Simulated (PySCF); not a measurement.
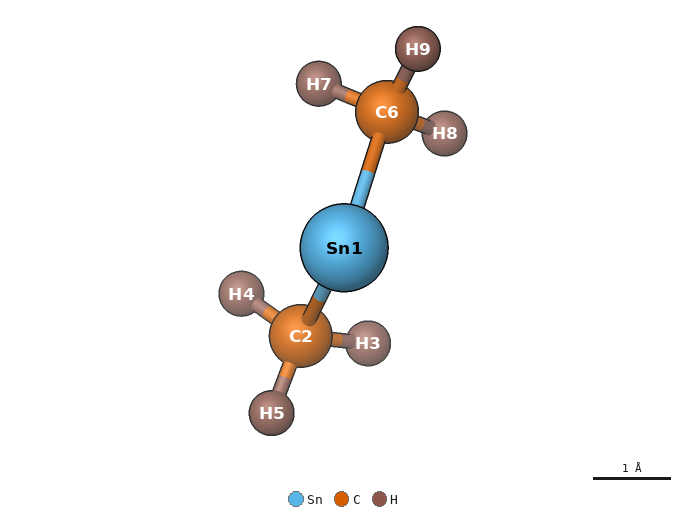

Orthographic view. Distant atoms are faded towards the background colour. Computed geometry: PBE0-D3(BJ)/def2-SVP optimisation. No frequency run is at hand to confirm it as a minimum.

Give the geometry as a Z-matrix, atoms in numerical order, with these reference atoms: 2 to 1; 3 to 2, 1; 4 to 2, 3, 1; 5 to 2, 4, 3; 6 to 1, 2, 5; 7 to 6, 1, 2; 8 to 6, 7, 1; 9 to 6, 8, 7.

```
Sn 
C    1   2.206
H    2   1.104   1   109.4
H    2   1.104   3   107.0   1   118.7
H    2   1.100   4   108.9   3  -117.4
C    1   2.206   2    92.4   5  -178.6
H    6   1.104   1   109.2   2    61.6
H    6   1.103   7   107.0   1   118.8
H    6   1.100   8   109.0   7  -117.3
```
